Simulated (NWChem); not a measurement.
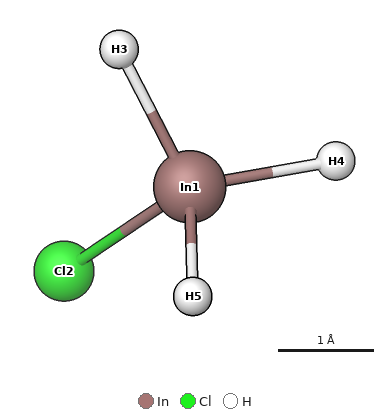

Fig. 1: The input geometry (ball-and-stick view, seen at a tilt; atoms are numbered from 1 in the order of the input). Sticks mark near contacts. Bond lengths as drawn: Cl–In 2.34 Å and H–In 1.70 Å.

**Energy and gradient calculation of InH₃Cl (charge −1) (part 1 of 4)**

InH₃Cl, charge −1, computed with SVWN5/def2-SVP, RKS, core potentials def2-SVP (NWChem 7.3.0).

The geometry comes from this level: GFN2-xTB.

Input
```
start clh3in
memory total 2200 mb
charge -1

geometry units angstrom noautosym nocenter noautoz
   In      -0.002150       0.000620      -0.175700
   Cl       0.012800      -0.020350       2.163640
   H        1.620790       0.013380      -0.670930
   H       -0.818090       1.410990      -0.645940
   H       -0.813350      -1.404640      -0.671060
end

basis spherical bse
   * library def2-SVP
end

ecp bse
   In library def2-SVP
end

dft
   xc slater vwn_5
   grid xfine
   convergence energy 1e-08
   iterations 100
   mulliken
end

task dft gradient
```

Command:
```bash
nwchem clh3in.nw > clh3in.out
```

The program's output
```
Northwest Computational Chemistry Package (NWChem) 7.3.0
             --------------------------------------------------------

           Job information
           ---------------

    nwchem branch   = 7.3.0
    use scalapack   = T
    input           = clh3in.nw
    prefix          = clh3in.
    data base       = ./clh3in.db
    status          = startup
    nproc           =        1

           Memory information
           ------------------

    heap     =     72089596 doubles =      550.0 Mbytes
    stack    =     72089601 doubles =      550.0 Mbytes
    global   =    144179200 doubles =     1100.0 Mbytes (distinct from heap & stack)
    total    =    288358397 doubles =     2200.0 Mbytes
    verify   = yes
    hardfail = no

           Directory information
           ---------------------

  0 permanent = .
  0 scratch   = .

                                NWChem Input Module
                                -------------------

 Scaling coordinates for geometry "geometry" by  1.889725989
 (inverse scale =  0.529177249)

                             Geometry "geometry" -> ""
                             -------------------------

 Output coordinates in angstroms (scale by  1.889725989 to convert to a.u.)

  No.       Tag          Charge          X              Y              Z
 ---- ---------------- ---------- -------------- -------------- --------------
    1 In                  49.0000    -0.00215000     0.00062000    -0.17570000
    2 Cl                  17.0000     0.01280000    -0.02035000     2.16364000
    3 H                    1.0000     1.62079000     0.01338000    -0.67093000
    4 H                    1.0000    -0.81809000     1.41099000    -0.64594000
    5 H                    1.0000    -0.81335000    -1.40464000    -0.67106000

      Atomic Mass
      -----------

      In               114.904100
      Cl                34.968850
      H                  1.007825

 Effective nuclear repulsion energy (a.u.)     243.1163258471

            Nuclear Dipole moment (a.u.)
            ----------------------------
        X                 Y               Z
 ---------------- ---------------- ----------------
     0.1919961604    -0.5590565365    49.4818136069

            XYZ format geometry
            -------------------
     5
 geometry
 In                   -0.00215000     0.00062000    -0.17570000
 Cl                    0.01280000    -0.02035000     2.16364000
 H                     1.62079000     0.01338000    -0.67093000
 H                    -0.81809000     1.41099000    -0.64594000
 H                    -0.81335000    -1.40464000    -0.67106000

 ==============================================================================
                                internuclear distances
 ------------------------------------------------------------------------------
       center one      |      center two      | atomic units |  angstroms
 ------------------------------------------------------------------------------
    2 Cl               |   1 In               |     4.42098  |     2.33948
    3 H                |   1 In               |     3.20661  |     1.69686
    4 H                |   1 In               |     3.20476  |     1.69589
    5 H                |   1 In               |     3.20596  |     1.69652
 ------------------------------------------------------------------------------
                         number of included internuclear distances:          4
 ==============================================================================

 ==============================================================================
                                 internuclear angles
 ------------------------------------------------------------------------------
        center 1       |       center 2       |       center 3       |  degrees
 ------------------------------------------------------------------------------
    2 Cl               |   1 In               |   3 H                |   106.61
    2 Cl               |   1 In               |   4 H                |   106.73
    2 Cl               |   1 In               |   5 H                |   106.71
    3 H                |   1 In               |   4 H                |   111.90
    3 H                |   1 In               |   5 H                |   112.23
    4 H                |   1 In               |   5 H                |   112.20
 ------------------------------------------------------------------------------
                            number of included internuclear angles:          6
 ==============================================================================

 Summary of "ao basis" -> "" (spherical)
 ------------------------------------------------------------------------------
       Tag                 Description            Shells   Functions and Types
 ---------------- ------------------------------  ------  ---------------------
 *                          def2-SVP                  on all atoms

                 ECP       "ecp basis" -> "" (cartesian)
                -----
  [basis functions not shown]

                                 NWChem DFT Module
                                 -----------------

                      Basis "ao basis" -> "ao basis" (spherical)
                      -----
  [basis functions not shown]

 Summary of "ao basis" -> "ao basis" (spherical)
 ------------------------------------------------------------------------------
       Tag                 Description            Shells   Functions and Types
 ---------------- ------------------------------  ------  ---------------------
 In                         def2-SVP                10       26   4s4p2d
 Cl                         def2-SVP                 8       18   4s3p1d
 H                          def2-SVP                 3        5   2s1p

 Summary of "ao basis" -> "ao basis" (spherical)
 ------------------------------------------------------------------------------
       Tag                 Description            Shells   Functions and Types
 ---------------- ------------------------------  ------  ---------------------
 In                         def2-SVP                10       26   4s4p2d
 Cl                         def2-SVP                 8       18   4s3p1d
 H                          def2-SVP                 3        5   2s1p

  Caching 1-el integrals
  itol2e modified to match energy
  convergence criterion.
  tol_rho modified to match energy
  convergence criterion.

            General Information
            -------------------
          SCF calculation type: DFT
          Wavefunction type:  closed shell.
          No. of atoms     :     5
          No. of electrons :    42
           Alpha electrons :    21
            Beta electrons :    21
          Charge           :    -1
          Spin multiplicity:     1
          Use of symmetry is: off; symmetry adaption is: off
          Maximum number of iterations: 100
          AO basis - number of functions:    59
                     number of shells:    27
          Convergence on energy requested:  1.00D-08
          Convergence on density requested:  1.00D-05
          Convergence on gradient requested:  5.00D-04

              XC Information
              --------------
                        Slater Exchange Functional  1.000 local
                      VWN V Correlation Functional  1.000 local

             Grid Information
             ----------------
          Grid used for XC integration:  xfine
          Radial quadrature: Mura-Knowles
          Angular quadrature: Lebedev.
          Tag              B.-S. Rad. Rad. Pts. Rad. Cut. Ang. Pts.
          ---              ---------- --------- --------- ---------
          In                  1.55      205           8.0      1454
          Cl                  1.00      125          10.0      1454
          H                   0.35      100          10.0      1202
          Grid pruning is: on
          Number of quadrature shells:   630
          Spatial weights used:  Erf1

          Convergence Information
          -----------------------
          Convergence aids based upon iterative change in
          total energy or number of iterations.
          Levelshifting, if invoked, occurs when the
          HOMO/LUMO gap drops below (HL_TOL):  1.00D-02
          DIIS, if invoked, will attempt to extrapolate
          using up to (NFOCK): 10 stored Fock matrices.

                    Damping( 0%)  Levelshifting(0.5)       DIIS
                  --------------- ------------------- ---------------
          dE  on:    start            ASAP                start
          dE off:    2 iters        100 iters           100 iters

      Screening Tolerance Information
      -------------------------------
          Density screening/tol_rho:  1.00D-11
          AO Gaussian exp screening on grid/accAOfunc:  18
          CD Gaussian exp screening on grid/accCDfunc:  20
          XC Gaussian exp screening on grid/accXCfunc:  20
          Schwarz screening/accCoul:  1.00D-09

      Superposition of Atomic Density Guess
      -------------------------------------

 Sum of atomic energies:        -678.87165812

 Renormalizing density from      41.00 to     42

      Non-variational initial energy
      ------------------------------

 Total energy =    -657.989673
 1-e energy   =   -1217.914061
 2-e energy   =     450.679218
 HOMO         =      -0.047734
 LUMO         =       0.270698

   Time after variat. SCF:      0.2

     ---------------------------------------------
      Total Density - Mulliken Population Analysis
     ---------------------------------------------

    Atom       Charge   Shell Charges
 -----------   ------   -------------------------------------------------------
    1 In  21    20.16  -0.60  2.59  0.57  0.43  2.74  3.23  0.62  0.60  9.47  0.50
    2 Cl  17    17.58   2.00  1.98  1.07  0.89  5.92  1.84  3.88  0.00
    3 H    1     1.42   0.71  0.70  0.01
    4 H    1     1.42   0.71  0.70  0.01
    5 H    1     1.42   0.71  0.70  0.01
   Time prior to 1st pass:      0.2

 Grid_pts file          = ./clh3in.gridpts.0
 Record size in doubles =  12289        No. of grid_pts per rec  =   3070
 Max. records in memory =    329        Max. recs in file   = *********

 Grid integrated density:      42.000000895139
 Requested integration accuracy:   0.10E-07

           Memory utilization after 1st SCF pass:
           Heap Space remaining (MW):       34.48            34482460
          Stack Space remaining (MW):       72.09            72089132

   convergence    iter        energy       DeltaE   RMS-Dens  Diis-err    time
 ---------------- ----- ----------------- --------- --------- ---------  ------
 d= 0,ls=0.0,diis     1   -650.1033898987 -7.59D+02  3.74D-02  8.54D-01     0.8
 Grid integrated density:      42.000001045380
 Requested integration accuracy:   0.10E-07
 d= 0,ls=0.0,diis     2   -650.1024933316  8.97D-04  1.93D-02  7.75D-01     1.2
 d= 0,ls=0.0,diis     3   -650.2147076517 -1.12D-01  1.52D-03  1.03D-02     1.6
 d= 0,ls=0.0,diis     4   -650.2159763784 -1.27D-03  4.53D-04  4.15D-04     2.1
 d= 0,ls=0.0,diis     5   -650.2160437210 -6.73D-05  9.67D-05  1.97D-05     2.6
  Resetting Diis
 d= 0,ls=0.0,diis     6   -650.2160467149 -2.99D-06  3.43D-05  1.87D-06     3.0
 d= 0,ls=0.0,diis     7   -650.2160470131 -2.98D-07  2.08D-05  2.13D-07     3.5
 d= 0,ls=0.0,diis     8   -650.2160469787  3.43D-08  1.24D-05  4.44D-07     4.0
 d= 0,ls=0.0,diis     9   -650.2160470467 -6.80D-08  6.76D-07  1.99D-09     4.5
 d= 0,ls=0.0,diis    10   -650.2160470470 -3.00D-10  8.77D-08  2.52D-11     4.9

         Total DFT energy =     -650.216047047020
      One electron energy =    -1198.936394120952
           Coulomb energy =      483.899980467140
    Exchange-Corr. energy =      -44.424803528898
 Nuclear repulsion energy =      109.245170135689

 Numeric. integr. density =       42.000000006413

     Total iterative time =      4.7s

                       DFT Final Molecular Orbital Analysis
                       ------------------------------------

 Vector    1  Occ=2.000000D+00  E=-1.000295D+02
              MO Center=  1.3D-02, -2.0D-02,  2.2D+00, r^2= 3.2D-03
   Bfn.  Coefficient  Atom+Function         Bfn.  Coefficient  Atom+Function
  ----- ------------  ---------------      ----- ------------  ---------------
    27      0.993584  2 Cl s

 Vector    2  Occ=2.000000D+00  E=-8.892261D+00
              MO Center=  1.3D-02, -2.0D-02,  2.2D+00, r^2= 6.7D-02
   Bfn.  Coefficient  Atom+Function         Bfn.  Coefficient  Atom+Function
  ----- ------------  ---------------      ----- ------------  ---------------
    28      1.016050  2 Cl s                 27     -0.312125  2 Cl s
    29      0.064699  2 Cl s                 30     -0.033312  2 Cl s

 Vector    3  Occ=2.000000D+00  E=-6.755132D+00
              MO Center=  1.3D-02, -2.0D-02,  2.2D+00, r^2= 5.8D-02
   Bfn.  Coefficient  Atom+Function         Bfn.  Coefficient  Atom+Function
  ----- ------------  ---------------      ----- ------------  ---------------
    33      0.978998  2 Cl pz                36     -0.056007  2 Cl pz

 Vector    4  Occ=2.000000D+00  E=-6.749618D+00
              MO Center=  1.3D-02, -2.0D-02,  2.2D+00, r^2= 5.8D-02
   Bfn.  Coefficient  Atom+Function         Bfn.  Coefficient  Atom+Function
  ----- ------------  ---------------      ----- ------------  ---------------
    32      0.978851  2 Cl py                35     -0.054796  2 Cl py
    31      0.030397  2 Cl px

 Vector    5  Occ=2.000000D+00  E=-6.749617D+00
              MO Center=  1.3D-02, -2.0D-02,  2.2D+00, r^2= 5.8D-02
   Bfn.  Coefficient  Atom+Function         Bfn.  Coefficient  Atom+Function
  ----- ------------  ---------------      ----- ------------  ---------------
    31      0.978863  2 Cl px                34     -0.054796  2 Cl px
    32     -0.030336  2 Cl py

 Vector    6  Occ=2.000000D+00  E=-4.248391D+00
              MO Center= -2.1D-03,  5.8D-04, -1.7D-01, r^2= 2.3D-01
   Bfn.  Coefficient  Atom+Function         Bfn.  Coefficient  Atom+Function
  ----- ------------  ---------------      ----- ------------  ---------------
     2      1.303137  1 In s                  1      0.319871  1 In s

 Vector    7  Occ=2.000000D+00  E=-2.693600D+00
              MO Center= -2.2D-03,  6.2D-04, -1.8D-01, r^2= 2.8D-01
   Bfn.  Coefficient  Atom+Function         Bfn.  Coefficient  Atom+Function
  ----- ------------  ---------------      ----- ------------  ---------------
    10      0.590319  1 In pz                 7      0.513638  1 In pz

 Vector    8  Occ=2.000000D+00  E=-2.690424D+00
              MO Center= -2.2D-03,  6.3D-04, -1.7D-01, r^2= 2.8D-01
   Bfn.  Coefficient  Atom+Function         Bfn.  Coefficient  Atom+Function
  ----- ------------  ---------------      ----- ------------  ---------------
     9      0.563323  1 In py                 6      0.490225  1 In py
     8     -0.176647  1 In px                 5     -0.153725  1 In px
```
